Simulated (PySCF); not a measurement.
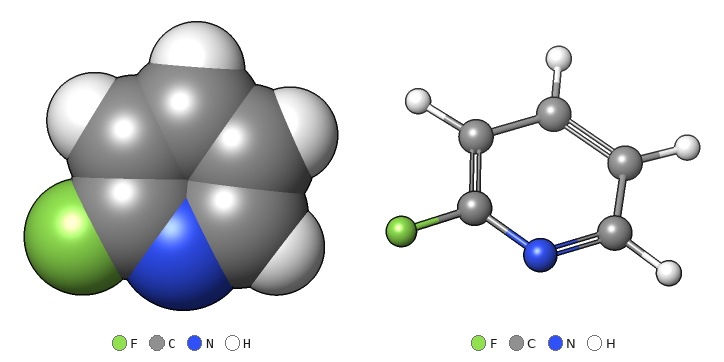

The same structure drawn twice, from different directions.

Which formula does it have?

Answer. C₅H₄FN, 11 atoms: 5 carbon, 4 hydrogen, 1 fluorine and 1 nitrogen.

Give the symmetry (Schoenflies symbol).

Answer. Cs.

The parts below concern this one geometry. Atoms keep their numbers from picture to picture. The geometry was computed by an optimisation with PBE0-D3(BJ)/def2-SVP. No frequency run is at hand to confirm it as a minimum.

**Geometry**

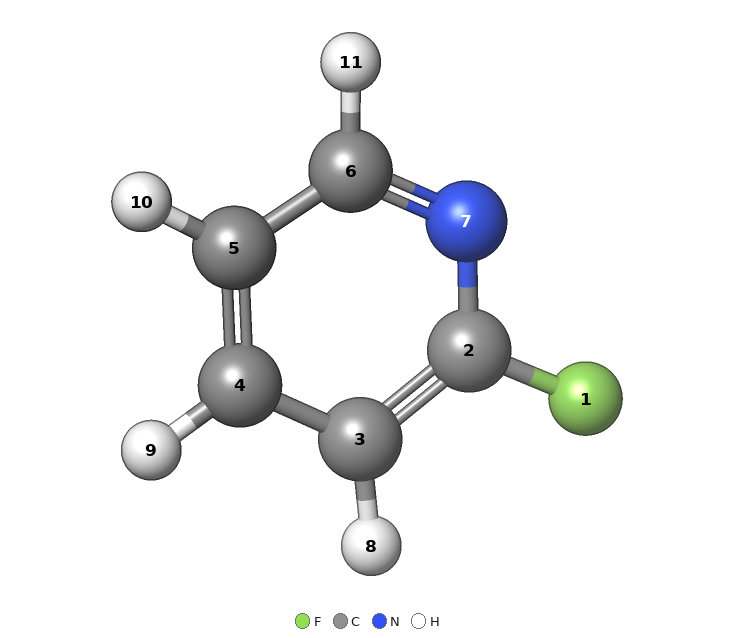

Numbered structure. No frequency run is at hand to confirm it as a minimum.

Describe the coordination of atom 5.

Answer. C5 has 3 neighbours (C4 at 1.40, C6 at 1.39, H10 at 1.09 Å); the arrangement is trigonal planar.

Describe the coordination of atom 4.

Answer. C4 has 3 neighbours (C3 at 1.39, C5 at 1.40, H9 at 1.09 Å); the arrangement is trigonal planar.

What is the geometry at C2?

Answer. C2 has 3 neighbours (F1 at 1.33, C3 at 1.40, N7 at 1.31 Å); the arrangement is trigonal planar.

What is the geometry at N7?

Answer. N7 has 2 neighbours (C2 at 1.31, C6 at 1.33 Å); the arrangement is bent.

What is the dihedral angle N7–C2–C3–C4?

Answer. 0° in size, that is syn (eclipsed).

**Charges**

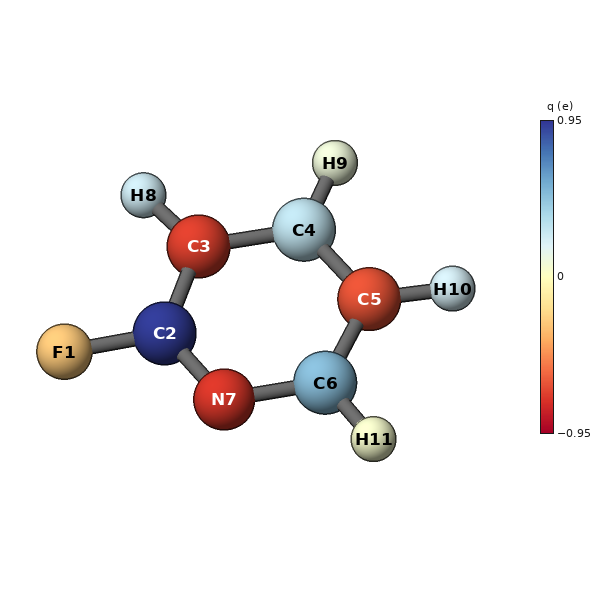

Atoms are coloured by their ESP-fitted charges. No frequency run is at hand to confirm it as a minimum. Properties computed with PBE0/pcSseg-1, gas phase (PySCF 2.14.0).

Give the ESP-fitted charges atom by atom.

```
atom  value (e)
  F1      −0.27
  C2       0.93
  C3      −0.70
  C4       0.30
  C5      −0.64
  C6       0.49
  N7      −0.73
  H8       0.25
  H9       0.10
 H10       0.23
 H11       0.05
```

**Electronic properties**

No frequency run is at hand to confirm it as a minimum. Properties computed with PBE0/def2-SVPD, gas phase (PySCF 2.14.0). Excitations: vertical, linear response.

What is the mean static polarisability?

Answer. 62.1 bohr³.

Estimate the brightest of the 10 lowest singlets.

Answer. 7.45 eV.

What is the dipole moment?

Answer. 3.28 D.

What is the lowest vertical singlet excitation?

Answer. 5.28 eV.

**Ring current**

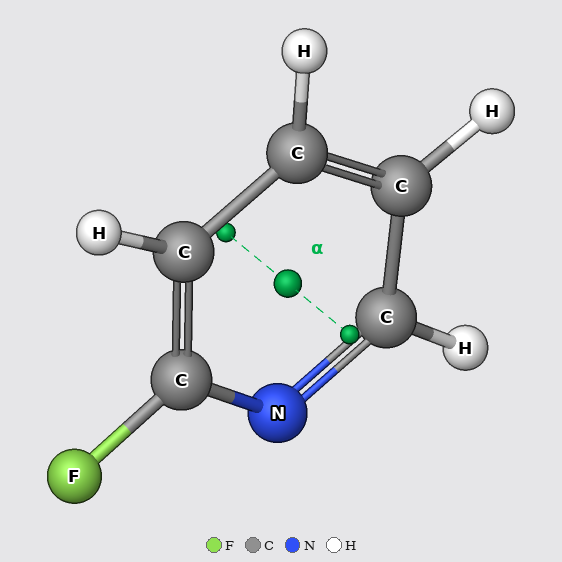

The small points mark where nucleus-independent chemical shifts (NICS) were computed: at the centre of each lettered ring and 1 Å above and below it. No frequency run is at hand to confirm it as a minimum. Properties computed with GIAO B3LYP/pcSseg-2 NMR shielding, non-relativistic, gas phase (PySCF 2.14.0).

Give NICS(0), NICS(1) and the out-of-plane component NICS(1)zz for each ring (means of the two sides).

```json
{"ring": "α", "members": "C5N", "NICS(0)": "−8.4", "NICS(1)": "−9.7", "NICS(1)zz": "−27.4"}
```

Values in ppm.

What do the values say about the ring currents?

Answer. Ring α: diatropic, as in an aromatic ring. NICS is one index among several.
